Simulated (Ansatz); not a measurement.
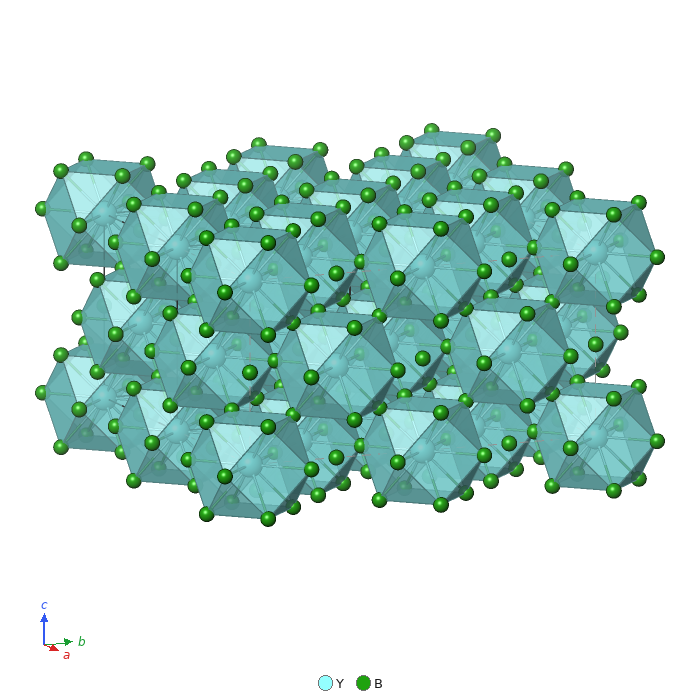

Polyhedra are drawn about Y (bonds: B–Y below 2.7 Å); other atoms are plain spheres.

YB₇ (space group Fm-3m, No. 225): the geometry relaxed with DFT PBE, scalar-relativistic, plane waves, PAW (Ansatz); the starting structure was generated, so it need not be a known form of this composition.

What figure surrounds each Y atom, and what does it share with the other drawn polyhedra?

Y: YB12 cuboctahedron, sharing corners with twelve neighbours.

How do these polyhedra hang together as a whole?

They form a three-dimensional framework of corner-sharing cuboctahedra.
